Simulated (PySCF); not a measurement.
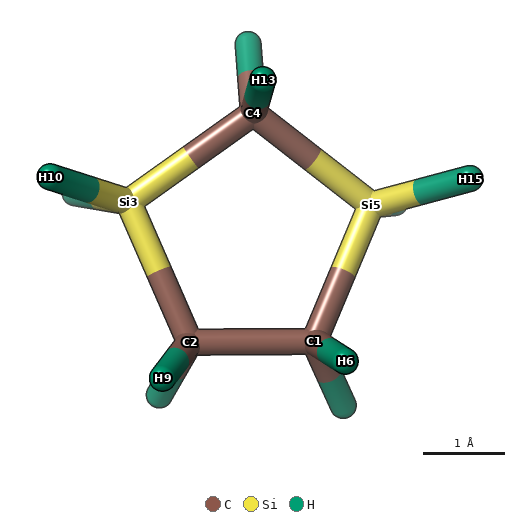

**Figure 1.** The structure as given in the input (stick view, seen on its broad side; atoms are numbered from 1 in the order of the input).

## NMR shielding calculation, with input and output: C3H10Si2

- system: C3H10Si2, SMILES C1C[SiH2]C[SiH2]1
- method: GIAO PBE0/pcSseg-1 NMR shielding, non-relativistic, gas phase (PySCF 2.14.0)

The geometry comes from this level: GFN2-xTB, coordinate held. Figures and captions count atoms from 1; the log counts them from 0 in places.

### What the program printed
```
coarse grid: 12712 points
cycle   1  E = -698.8182511316  dE =  2.183e-01  |g| = 4.590e-01  |ddm| = 3.392e+00
cycle   2  E = -698.7841910462  dE =  3.406e-02  |g| = 5.734e-01  |ddm| = 8.983e-01
cycle   3  E = -698.8721057949  dE = -8.791e-02  |g| = 3.995e-02  |ddm| = 5.757e-01
cycle   4  E = -698.8725211260  dE = -4.153e-04  |g| = 1.081e-02  |ddm| = 6.086e-02
cycle   5  E = -698.8725460509  dE = -2.492e-05  |g| = 3.706e-03  |ddm| = 1.489e-02
cycle   6  E = -698.8725497012  dE = -3.650e-06  |g| = 9.755e-04  |ddm| = 4.300e-03
final grid: 111200 points
cycle   7  E = -698.9010517115  dE = -1.990e-05  |g| = 6.846e-03  |ddm| = 1.980e-02
cycle   8  E = -698.9010423718  dE =  9.340e-06  |g| = 9.025e-03  |ddm| = 1.411e-02
cycle   9  E = -698.9010639231  dE = -2.155e-05  |g| = 2.813e-04  |ddm| = 8.361e-03
cycle  10  E = -698.9010639380  dE = -1.490e-08  |g| = 4.655e-05  |ddm| = 3.567e-04
cycle  11  E = -698.9010639384  dE = -3.920e-10  |g| = 2.589e-05  |ddm| = 8.529e-05
```

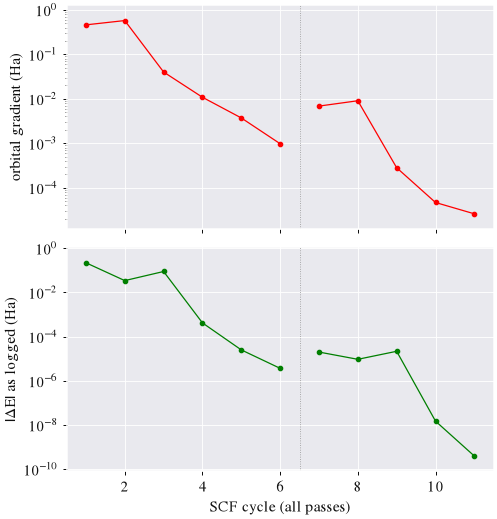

**Figure 2.** Convergence of the self-consistent field: orbital gradient and size of the energy change against the SCF cycle. The dotted line marks the change from a coarse to the final integration grid. The first 6 cycles use a coarse grid, the final grid takes over at cycle 7, and the field converges after 11 cycles in all.

```
converged SCF energy = -698.9010639384

GIAO shielding tensors (ppm)
atom      isotropic    diamagn.    paramagn.     s11        s22        s33       span
  0 C      181.126     250.700     -69.574    158.536    181.887    202.954     44.418
  1 C      182.883     250.869     -67.985    160.403    182.605    205.643     45.241
  2 Si     372.777     879.986    -507.209    293.389    386.584    438.358    144.970
  3 C      199.563     257.288     -57.724    190.685    196.695    211.310     20.625
  4 Si     372.925     880.019    -507.094    293.375    388.377    437.022    143.647
  5 H       30.701      30.955      -0.254     24.516     28.880     38.708     14.192
  6 H       30.532      30.294       0.238     24.564     28.440     38.593     14.029
  7 H       30.617      30.595       0.022     24.590     28.704     38.557     13.966
  8 H       30.591      30.600      -0.009     24.334     28.597     38.840     14.507
  9 H       27.186      28.981      -1.795     23.325     24.981     33.251      9.926
 10 H       27.391      29.231      -1.841     23.495     25.320     33.357      9.862
 11 H       31.784      30.123       1.661     26.371     27.769     41.213     14.842
 12 H       31.808      31.166       0.642     26.323     28.187     40.915     14.592
 13 H       27.442      29.280      -1.838     23.611     25.292     33.423      9.813
 14 H       27.162      28.983      -1.820     23.355     24.845     33.287      9.932
```

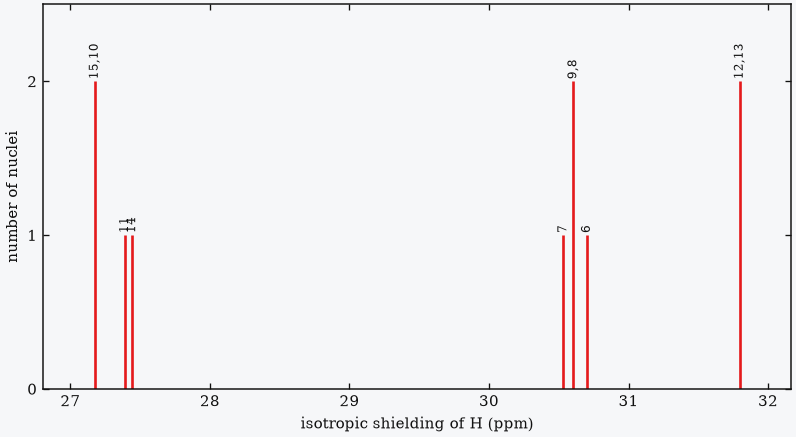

**Figure 3.** Isotropic shieldings of the hydrogen nuclei in this fixed geometry, labelled by atom number; shielding grows to the right, so chemical shift grows to the left. The least shielded is H15 (27.2 ppm), the most shielded H13 (31.8 ppm).

The run was set up as follows.

### Input
```
{"job": {"kind": "nmr", "xc": "PBE0", "basis": "pcSseg-1", "every": 2, "pop": false}, "charge": 0, "multiplicity": 1}
C     -1.465352     0.116181    -0.144158
C     -0.627137     1.253524     0.475310
Si     1.239444     0.846064     0.547222
C      1.245806    -0.986802     0.039180
Si    -0.384183    -1.264150    -0.899484
H     -2.098310    -0.320824     0.630300
H     -2.153779     0.520833    -0.886037
H     -0.765229     2.162452    -0.111761
H     -1.007361     1.490948     1.469225
H      1.790509     1.062826     1.892047
H      1.991110     1.663698    -0.414529
H      2.113683    -1.244053    -0.561870
H      1.287079    -1.622997     0.921067
H     -0.199758    -1.065163    -2.342899
H     -0.967691    -2.591851    -0.668283
```

The first line tells a small driver script what to run in PySCF; the rest is the geometry in Å.

Launched with:
```bash
OMP_NUM_THREADS=1 python <driver script> task.json out
```

### Results in brief

```tsv
quantity	value
outcome	converged
total energy	−698.901064 hartree
HOMO	−7.92 eV
LUMO	0.69 eV
dipole moment	0.45 D
isotropic shielding, C	181.1 to 199.6 ppm
isotropic shielding, Si	372.8 to 372.9 ppm
isotropic shielding, H	27.2 to 31.8 ppm
hardware	1 CPU thread, shared host
wall time	12 s
peak memory	0.73 GiB
```
